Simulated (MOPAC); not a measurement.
Run report: C2H3O2, property calculation

- system: C2H3O2, multiplicity 2
- method: PM6-ORG, unrestricted, dispersion built in (MOPAC 23.2.5)

The geometry was optimised with PM6-ORG.

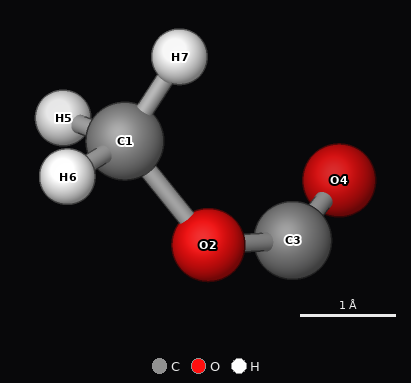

Figure 1. The structure as given in the input (ball-and-stick view, seen at a tilt; atoms are numbered from 1 in the order of the input). Bond lengths as drawn: C–H 1.10 Å and C–O 1.17 to 1.44 Å.

Key numbers

| quantity | value |
| --- | --- |
| outcome | converged |
| total energy | −32.197954 hartree |
| dispersion energy | −0.011506 hartree |
| heat of formation | −67.06 kcal/mol |
| basis functions | 19 |
| ⟨S²⟩ | 0.756 |
| dipole moment | 2.36 D |
| hardware | 1 thread of Arm Neoverse N1, 54 GiB of memory available, shared host |
| peak memory | 0.073 GiB |

MOPAC's energies along a path are heats of formation.

The input (job.mop)
```
PM6-ORG DOUBLET SPIN 1SCF BONDS DENSITY DISP UHF AUX(PRECISION=6) THREADS=1

CO[C]=O
C      0.000000 1     0.000000 1     0.000000 1
O      1.439155 1     0.000000 1     0.000000 1
C      2.154903 1     1.083388 1     0.000000 1
O      2.162571 1     2.250360 1    -0.000338 1
H     -0.391901 1     0.484867 1    -0.908731 1
H     -0.273599 1    -1.068469 1     0.007931 1
H     -0.392851 1     0.498823 1     0.900751 1
```

Command:
```bash
mopac job.mop
```

Output
```
MOPAC v23.2.5
PM6-ORG CALCULATION RESULTS

 *  PM6-ORG    - The PM6-ORG Hamiltonian to be used
 *  DOUBLET    - SPIN STATE DEFINED AS A DOUBLET
 *  UHF        - UNRESTRICTED HARTREE-FOCK CALCULATION
 *  1SCF       - DO 1 SCF AND THEN STOP
 *  THREADS=1  - MULTI-THREADING NOT USED
 *  AUX        - OUTPUT AUXILIARY INFORMATION
 *  DENSITY    - FINAL DENSITY MATRIX TO BE PRINTED
 *  SPIN       - FINAL UHF SPIN MATRIX TO BE PRINTED
 *  DISP       - PRINT DISPERSION AND HYDROGEN BOND ENERGIES
 *  BONDS      - FINAL BOND-ORDER MATRIX TO BE PRINTED
PM6-ORG DOUBLET SPIN 1SCF BONDS DENSITY DISP UHF AUX(PRECISION=6) THREADS=1

 CO[C]=O
   ATOM   CHEMICAL          X               Y               Z
  NUMBER   SYMBOL      (ANGSTROMS)     (ANGSTROMS)     (ANGSTROMS)

     1       C          0.00000000  *   0.00000000  *   0.00000000  *
     2       O          1.43915500  *   0.00000000  *   0.00000000  *
     3       C          2.15490300  *   1.08338800  *   0.00000000  *
     4       O          2.16257100  *   2.25036000  *  -0.00033800  *
     5       H         -0.39190100  *   0.48486700  *  -0.90873100  *
     6       H         -0.27359900  *  -1.06846900  *   0.00793100  *
     7       H         -0.39285100  *   0.49882300  *   0.90075100  *

          CARTESIAN COORDINATES

    NO.       ATOM           X           Y           Z

     1         C          0.0000      0.0000      0.0000
     2         O          1.4392      0.0000      0.0000
     3         C          2.1549      1.0834      0.0000
     4         O          2.1626      2.2504     -0.0003
     5         H         -0.3919      0.4849     -0.9087
     6         H         -0.2736     -1.0685      0.0079
     7         H         -0.3929      0.4988      0.9008

           Empirical Formula: C2 H3 O2  =     7 atoms

      MOLECULAR POINT GROUP   :   Cs

 DOUBLET STATE CALCULATION

          UHF CALCULATION, NO. OF ALPHA ELECTRONS =   12
                           NO. OF BETA  ELECTRONS =   11

 -------------------------------------------------------------------------------
 PM6-ORG DOUBLET SPIN 1SCF BONDS DENSITY DISP UHF AUX(PRECISION=6) THREADS=1

 CO[C]=O

     1SCF WAS SPECIFIED, SO BFGS WAS NOT USED
     SCF FIELD WAS ACHIEVED

                              PM6-ORG CALCULATION

          FINAL HEAT OF FORMATION =        -67.06490 KCAL/MOL =    -280.59955 KJ/MOL

          TOTAL ENERGY            =     -20204.52110 KCAL/MOL = ELECTRONIC ENERGY + CORE-CORE REPULSION
          ENERGY OF ATOMS         =      20139.78407 KCAL/MOL
                              SUM =        -64.73703 KCAL/MOL
          DISPERSION ENERGY       =         -7.22033 KCAL/MOL
          H - H CORRECTION ENERGY =          4.89246 KCAL/MOL
                              SUM =        -67.06490 KCAL/MOL = FINAL HEAT OF FORMATION

          TOTAL ENERGY            =       -876.15096 EV
          ELECTRONIC ENERGY       =      -2337.13189 EV
          CORE-CORE REPULSION     =       1460.98093 EV
          COSMO AREA              =         91.74 SQUARE ANGSTROMS
          COSMO VOLUME            =         74.05 CUBIC ANGSTROMS

          IONIZATION POTENTIAL    =          9.833254 EV
          ALPHA SOMO LUMO (EV)    =         -9.833  1.260
          BETA  SOMO LUMO (EV)    =        -12.112 -0.137
          NO. OF ALPHA ELECTRONS  =         12
          NO. OF BETA  ELECTRONS  =         11
          MOLECULAR WEIGHT        =         59.0445         POINT GROUP:  Cs

          MOLECULAR DIMENSIONS (Angstroms)

            Atom       Atom       Distance
            H     6    O     4     4.11699
            O     2    H     7     1.98718
            H     5    O     2     1.60948

          SCF CALCULATIONS        =          1

          WALL-CLOCK TIME         =      0.016 SECONDS
          COMPUTATION TIME        =      0.017 SECONDS

   ATOM   CHEMICAL          X               Y               Z
  NUMBER   SYMBOL      (ANGSTROMS)     (ANGSTROMS)     (ANGSTROMS)

     1       C          0.00000000  *   0.00000000  *   0.00000000  *
     2       O          1.43915500  *   0.00000000  *   0.00000000  *
     3       C          2.15490300  *   1.08338800  *   0.00000000  *
     4       O          2.16257100  *   2.25036000  *  -0.00033800  *
     5       H         -0.39190100  *   0.48486700  *  -0.90873100  *
     6       H         -0.27359900  *  -1.06846900  *   0.00793100  *
     7       H         -0.39285100  *   0.49882300  *   0.90075100  *

                             CARTESIAN COORDINATES

   1    C        0.000000000     0.000000000     0.000000000
   2    O        1.439155000     0.000000000     0.000000000
   3    C        2.154903000     1.083388000     0.000000000
   4    O        2.162571000     2.250360000    -0.000338000
   5    H       -0.391901000     0.484867000    -0.908731000
   6    H       -0.273599000    -1.068469000     0.007931000
   7    H       -0.392851000     0.498823000     0.900751000

           Empirical Formula: C2 H3 O2  =     7 atoms

      MOLECULAR POINT GROUP   :   Cs

          ALPHA EIGENVALUES
 -42.54996 -40.36263 -24.90785 -21.49637 -17.57225 -17.34360 -17.14394 -15.08013
 -14.91611 -13.00251 -12.28121  -9.83325   1.25955   1.54830   2.95277   4.80353
   5.10030   5.51033   5.63912

           BETA EIGENVALUES
 -41.43213 -39.38266 -24.66217 -20.92765 -17.15840 -16.92117 -16.50515 -14.92782
 -14.50227 -12.73297 -12.11169  -0.13677   1.73380   2.65968   3.41430   4.82985
   5.53584   5.55180   6.12212

              NET ATOMIC CHARGES AND DIPOLE CONTRIBUTIONS

  ATOM NO.   TYPE          CHARGE      No. of ELECS.   s-Pop       p-Pop
    1          C           0.165910        3.8341     0.99337     2.84072
    2          O          -0.542350        6.5424     1.89254     4.64981
    3          C           0.750146        3.2499     1.25017     1.99969
    4          O          -0.510133        6.5101     1.90024     4.60990
    5          H           0.038394        0.9616     0.96161
    6          H           0.059722        0.9403     0.94028
    7          H           0.038312        0.9617     0.96169
 DIPOLE           X         Y         Z       TOTAL
 POINT-CHG.    -1.507    -1.736     0.001     2.298
 HYBRID        -0.511     0.506    -0.000     0.719
 SUM           -2.018    -1.230     0.001     2.363

                     DENSITY MATRIX IS

               S  C  1   PX  C  1   PY  C  1   PZ  C  1    S  O  2   PX  O  2
 ------------------------------------------------------------------------------
  S  C    1   0.993371
 PX  C    1  -0.102607   0.721761
 PY  C    1  -0.003345  -0.014544   1.068279
 PZ  C    1   0.000013   0.000029  -0.000193   1.050680
  S  O    2   0.058130   0.234469   0.008280  -0.000033   1.892545
 PX  O    2  -0.382062  -0.758013  -0.036094   0.000012   0.076476   1.301501
 PY  O    2   0.029111   0.091977   0.099700   0.000020  -0.168888  -0.107004
 PZ  O    2  -0.000019  -0.000030   0.000060   0.097032   0.000017  -0.000006
  S  C    3   0.064942   0.090833  -0.017152   0.000040   0.056277   0.227584
 PX  C    3   0.008753   0.043679  -0.004148  -0.000049  -0.162706   0.043979
 PY  C    3  -0.014334   0.038304   0.023600  -0.000035  -0.227876  -0.314187
 PZ  C    3   0.000013   0.000044   0.000058  -0.009909  -0.000019  -0.000011
  S  O    4  -0.009366  -0.028967  -0.004365  -0.000004   0.054031   0.050124
 PX  O    4   0.014231   0.000429   0.007208   0.000101   0.050325  -0.053023
 PY  O    4   0.030957   0.038056  -0.002685   0.000056  -0.055089   0.006197
 PZ  O    4  -0.000053  -0.000045  -0.000105  -0.004282   0.000050   0.000017
  S  H    5   0.524953  -0.266638   0.381105  -0.705879   0.022983   0.027490
  S  H    6   0.518483  -0.184075  -0.825673   0.006216  -0.010826  -0.007781
  S  H    7   0.525024  -0.267327   0.391855   0.699661   0.023285   0.027809

              PY  O  2   PZ  O  2    S  C  3   PX  C  3   PY  C  3   PZ  C  3
 ------------------------------------------------------------------------------
 PY  O    2   1.520298
 PZ  O    2   0.000005   1.828006
  S  C    3   0.397350  -0.000017   1.250166
 PX  C    3  -0.525878   0.000000   0.201481   0.718080
 PY  C    3  -0.317932   0.000051  -0.147829  -0.058931   0.706082
 PZ  C    3  -0.000024   0.481484   0.000109   0.000073  -0.000054   0.575525
  S  O    4   0.040446   0.000026   0.113405  -0.011003   0.345251  -0.000107
 PX  O    4   0.183297   0.000001  -0.006980   0.624602  -0.050576  -0.000064
 PY  O    4   0.120063  -0.000113  -0.569817   0.040714  -0.632582   0.000403
 PZ  O    4  -0.000010  -0.257648   0.000180  -0.000087   0.000390   0.765003
  S  H    5  -0.036991   0.058261  -0.007642  -0.000200  -0.001044   0.033722
  S  H    6   0.007571  -0.000438   0.048919  -0.044314  -0.049446  -0.000346
  S  H    7  -0.037514  -0.057813  -0.008095   0.000095  -0.000576  -0.033353

               S  O  4   PX  O  4   PY  O  4   PZ  O  4    S  H  5    S  H  6
 ------------------------------------------------------------------------------
  S  O    4   1.900237
 PX  O    4   0.016960   1.674098
 PY  O    4   0.218244   0.012932   1.347025
 PZ  O    4  -0.000059   0.000054   0.000094   1.588773
  S  H    5   0.001975  -0.006582  -0.011976  -0.025213   0.961606
  S  H    6   0.009368   0.002102   0.008613   0.000205   0.013200   0.940278
  S  H    7   0.001902  -0.006743  -0.012159   0.025057   0.004630   0.013212

               S  H  7
 ------------------
  S  H    7   0.961688

          ATOMIC ORBITAL ELECTRON POPULATIONS

     Atom    s        px        py        pz
    1  C   0.99337   0.72176   1.06828   1.05068
    2  O   1.89254   1.30150   1.52030   1.82801
    3  C   1.25017   0.71808   0.70608   0.57553
    4  O   1.90024   1.67410   1.34702   1.58877
    5  H   0.96161
    6  H   0.94028
    7  H   0.96169

                    (SZ)    =    0.500000
                    (S**2)  =    0.755514

          SPIN DENSITY MATRIX

               S  C  1   PX  C  1   PY  C  1   PZ  C  1    S  O  2   PX  O  2
 ------------------------------------------------------------------------------
  S  C    1   0.016203
 PX  C    1   0.037308   0.105880
 PY  C    1   0.011866   0.022044   0.008224
 PZ  C    1  -0.000015  -0.000015   0.000019   0.008196
  S  O    2  -0.012957  -0.037163  -0.008765   0.000007   0.020347
 PX  O    2  -0.019667  -0.038021   0.003995   0.000001   0.025321  -0.017746
 PY  O    2  -0.042823  -0.101331  -0.015344   0.000009   0.048644   0.021815
 PZ  O    2  -0.000014  -0.000038  -0.000008  -0.001582   0.000019  -0.000001
  S  C    3   0.056897   0.143608   0.022204  -0.000021  -0.078027  -0.060741
 PX  C    3   0.045991   0.114228   0.016486  -0.000014  -0.054056  -0.025254
 PY  C    3  -0.034322  -0.086157  -0.014463   0.000012   0.045978   0.045264
 PZ  C    3   0.000023   0.000056   0.000007  -0.000907  -0.000030  -0.000020
  S  O    4   0.004128   0.009962   0.001792  -0.000001  -0.004476  -0.005959
 PX  O    4  -0.039504  -0.095921  -0.013886   0.000012   0.040395   0.017608
 PY  O    4   0.030939   0.077100   0.011217  -0.000011  -0.037246  -0.023241
 PZ  O    4  -0.000021  -0.000048  -0.000008   0.000841   0.000023   0.000012
  S  H    5   0.000213   0.000189  -0.000470   0.000193   0.000164   0.001505
  S  H    6  -0.013059  -0.030754  -0.003423   0.000003   0.010774  -0.000760
  S  H    7   0.000331   0.000473  -0.000441  -0.000187   0.000066   0.001522

              PY  O  2   PZ  O  2    S  C  3   PX  C  3   PY  C  3   PZ  C  3
 ------------------------------------------------------------------------------
 PY  O    2   0.092176
 PZ  O    2   0.000035   0.001217
  S  C    3  -0.156013  -0.000050   0.312110
 PX  C    3  -0.112880  -0.000018   0.234943   0.159234
 PY  C    3   0.090719   0.000040  -0.187483  -0.159418   0.098964
 PZ  C    3  -0.000058  -0.004109   0.000125   0.000092  -0.000069   0.016242
  S  O    4  -0.007037  -0.000006   0.016470   0.024410  -0.011289   0.000009
 PX  O    4   0.083948   0.000022  -0.190259  -0.144319   0.096541  -0.000074
 PY  O    4  -0.074580  -0.000022   0.159523   0.126139  -0.092421   0.000068
 PZ  O    4   0.000042  -0.004700  -0.000101  -0.000085   0.000055   0.011615
  S  H    5   0.002000  -0.000748  -0.002079  -0.002343   0.000965  -0.000326
  S  H    6   0.020433   0.000011  -0.032912  -0.024045   0.020507  -0.000012
  S  H    7   0.001830   0.000742  -0.001788  -0.002144   0.000779   0.000324

               S  O  4   PX  O  4   PY  O  4   PZ  O  4    S  H  5    S  H  6
 ------------------------------------------------------------------------------
  S  O    4   0.002558
 PX  O    4  -0.009878   0.117945
 PY  O    4   0.006164  -0.111548   0.088455
 PZ  O    4  -0.000003   0.000072  -0.000063  -0.017160
  S  H    5  -0.000099   0.001810  -0.001221  -0.000207  -0.007452
  S  H    6  -0.002327   0.019107  -0.016540   0.000012   0.001794   0.002082
  S  H    7  -0.000077   0.001648  -0.001076   0.000207   0.001031   0.001747

               S  H  7
 ------------------
  S  H    7  -0.007476

          ATOMIC ORBITAL SPIN POPULATIONS

    Atom   Total    s     px     py     pz
         Atomic
    1  C  0.1385  0.016  0.106  0.008  0.008
    2  O  0.0960  0.020 -0.018  0.092  0.001
    3  C  0.5866  0.312  0.159  0.099  0.016
    4  O  0.1918  0.003  0.118  0.088 -0.017
    5  H -0.0075 -0.007
    6  H  0.0021  0.002
    7  H -0.0075 -0.007

          BONDING CONTRIBUTION OF EACH ALPHA M.O.

  0.3719  0.2742  0.8978  0.5474  0.6373  0.6952  0.6261  0.8201  0.7105  0.4951
  0.3885  0.3299 -0.9009 -1.0049 -0.9735 -0.9862 -0.9255 -1.0085 -0.9943

          BONDING CONTRIBUTION OF EACH BETA  M.O.

  0.4026  0.3597  0.9775  0.7714  0.7060  0.7512  0.8229  0.7953  0.8293  0.5569
  0.3730 -0.8207 -0.8683 -0.8506 -0.9607 -0.9837 -0.9755 -1.0095 -0.8768

            (VALENCIES)   BOND ORDERS

     1  C     (3.894)     5  H 1.012     7  H 1.012     6  H 1.007     2  O 0.827     3  C 0.017

     2  O     (2.065)     3  C 1.024     1  C 0.827     4  O 0.133

     3  C     (3.460)     4  O 1.878     2  O 1.024     1  C 0.017

     4  O     (2.172)     3  C 1.878     2  O 0.133

     5  H     (0.999)     1  C 1.012

     6  H     (0.996)     1  C 1.007

     7  H     (0.999)     1  C 1.012

 *                    *
 * JOB ENDED NORMALLY *
 *                    *

 TOTAL JOB TIME:             0.02 SECONDS

 == MOPAC DONE ==
```
